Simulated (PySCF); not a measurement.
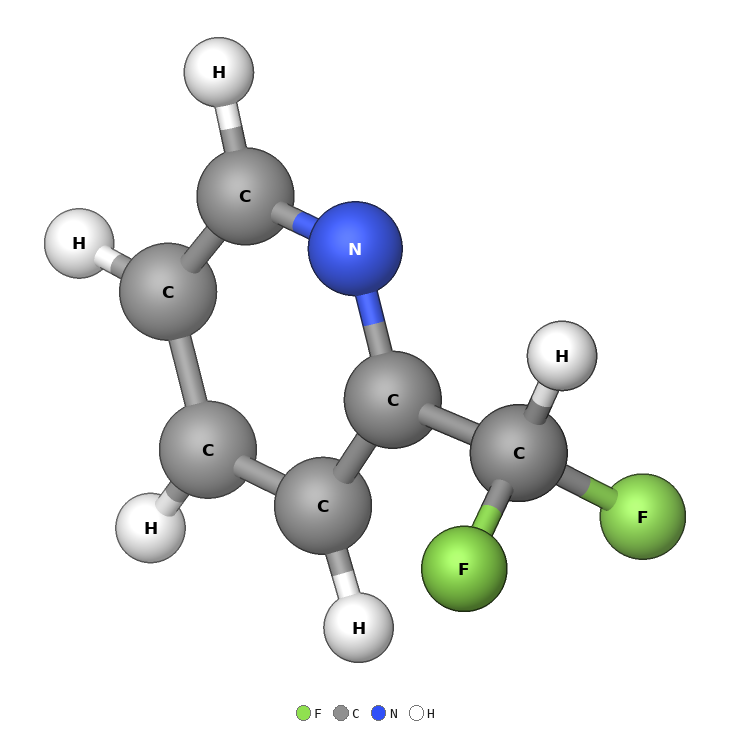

A ball-and-stick model of a molecule.

The computed structure is the end point of a GFN2-xTB optimisation. No frequency run is at hand to confirm it as a minimum.

What is the molecular formula?

C6H5F2N, 14 atoms: 6 carbon, 5 hydrogen, 2 fluorine and 1 nitrogen.

Give a SMILES string for it.

FC(F)c1ccccn1

Which point group does it belong to?

Cs.

Does it have rings?

Independent rings (smallest set): 1 of 6 members, 1 of them aromatic.

The parts below concern this one geometry. Atoms keep their numbers from picture to picture.

### Geometry

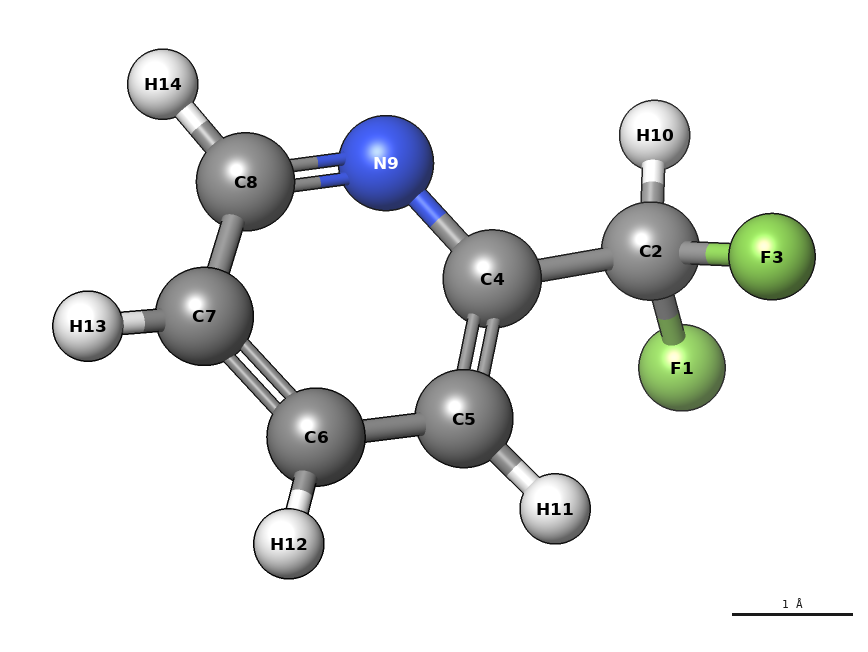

The atoms are numbered. No frequency run is at hand to confirm it as a minimum.

What are the angles F1–C2–C4, C2–C4–N9, C4–C2–H10, C4–C5–H11, C5–C4–N9, C5–C6–C7, C5–C6–H12, C6–C5–H11, C6–C7–H13, C7–C6–H12, C7–C8–N9, C8–C7–H13?

```
    angle  degrees
 F1–C2–C4    111.0
 C2–C4–N9    115.7
C4–C2–H10    112.0
C4–C5–H11    120.2
 C5–C4–N9    123.6
 C5–C6–C7    118.8
C5–C6–H12    120.4
C6–C5–H11    121.8
C6–C7–H13    121.1
C7–C6–H12    120.8
 C7–C8–N9    123.3
C8–C7–H13    120.5
```

### Electronic properties

No frequency run is at hand to confirm it as a minimum. Properties computed with PBE0/def2-SVPD, gas phase (PySCF 2.14.0). Excitations: vertical, linear response.

What does the calculation give?

- dipole moment: 3.20 D
- HOMO energy (Kohn–Sham orbital): −7.97 eV
- LUMO energy (Kohn–Sham orbital): −1.29 eV
- HOMO–LUMO gap: 6.68 eV
- mean static polarisability: 74.6 bohr³
- lowest vertical singlet excitation: 4.96 eV
- its oscillator strength: 0.003
- brightest of the 6 lowest singlets: 7.37 eV
- its oscillator strength: 0.49

### NMR shielding

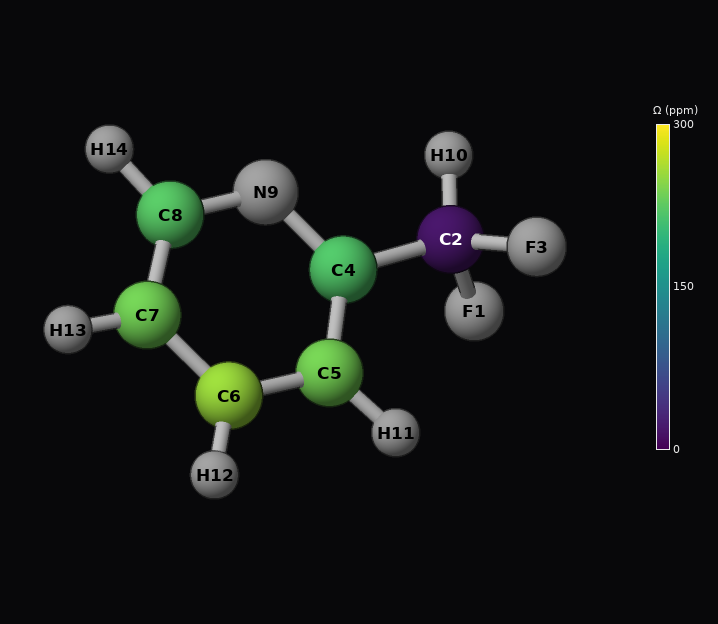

The C atoms are coloured by the span of their shielding tensor. No frequency run is at hand to confirm it as a minimum. Method: GIAO PBE0/pcSseg-1 NMR shielding, non-relativistic, gas phase (PySCF 2.14.0). Principal shieldings σ11 ≤ σ22 ≤ σ33, span Ω = σ33 − σ11, skew κ = 3(σiso − σ22)/Ω.

Give the shielding tensors of the C atoms.

```
atom    σ11   σ22    σ33  σiso      Ω      κ
  C2   53.1  64.7   70.9  62.9   17.8  −0.30
  C4  −76.0   9.9  142.3  25.4  218.3   0.21
  C5  −52.2  43.4  185.2  58.8  237.5   0.19
  C6  −71.5  19.4  183.1  43.6  254.7   0.29
  C7  −56.9  47.5  178.8  56.5  235.7   0.11
  C8  −74.4  23.6  148.2  32.5  222.6   0.12
```

Shieldings and span in ppm.

### Charges

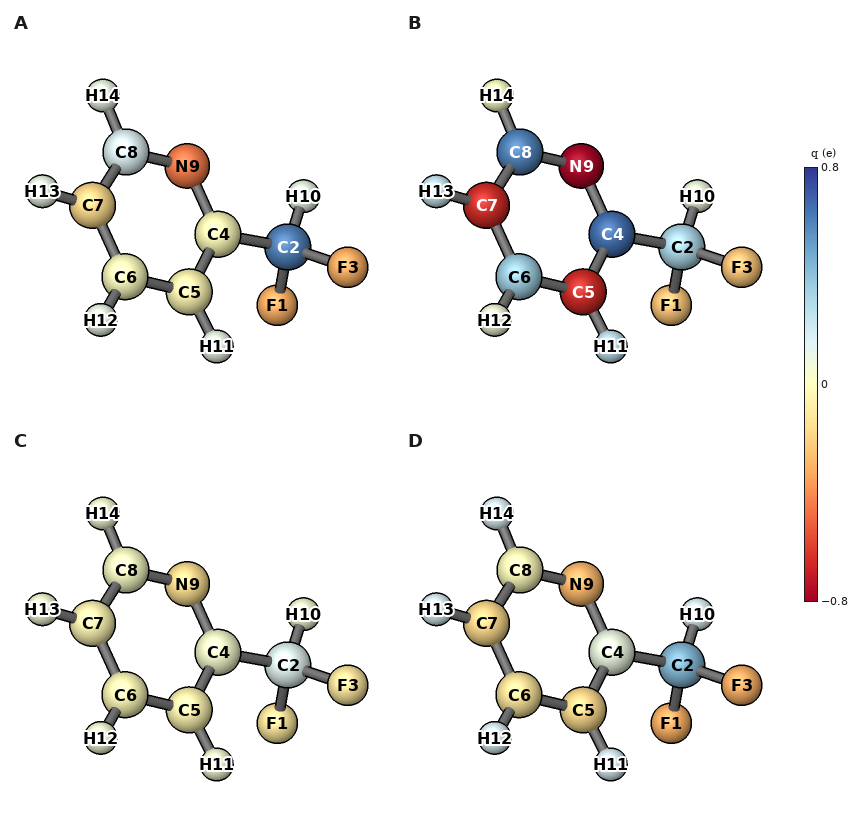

Atomic charges of one calculation by 4 schemes, on one colour scale. No frequency run is at hand to confirm it as a minimum. Level of theory: PBE0/pcSseg-1 (PySCF 2.14.0).

The schemes are ESP-fitted, Hirshfeld, IAO, Mulliken. Which panel shows which?

A Mulliken, B ESP-fitted, C Hirshfeld, D IAO.

List the charges (e), one line for each set of equivalent atoms.

```csv
atom,Mulliken,ESP-fitted,Hirshfeld,IAO
"F1, F3",−0.31,−0.24,−0.11,−0.30
C2,0.60,0.31,0.14,0.44
C4,−0.02,0.65,0.04,0.09
C5,−0.04,−0.65,−0.05,−0.17
C6,0.00,0.35,−0.02,−0.12
C7,−0.17,−0.65,−0.04,−0.17
C8,0.16,0.60,0.02,−0.01
N9,−0.44,−0.78,−0.15,−0.28
H10,0.11,0.08,0.05,0.16
H11,0.10,0.25,0.06,0.17
H12,0.11,0.08,0.06,0.16
H13,0.10,0.23,0.06,0.16
H14,0.10,0.02,0.06,0.16
```

Mulliken values depend strongly on the basis set and can even reverse the polarity of a bond.
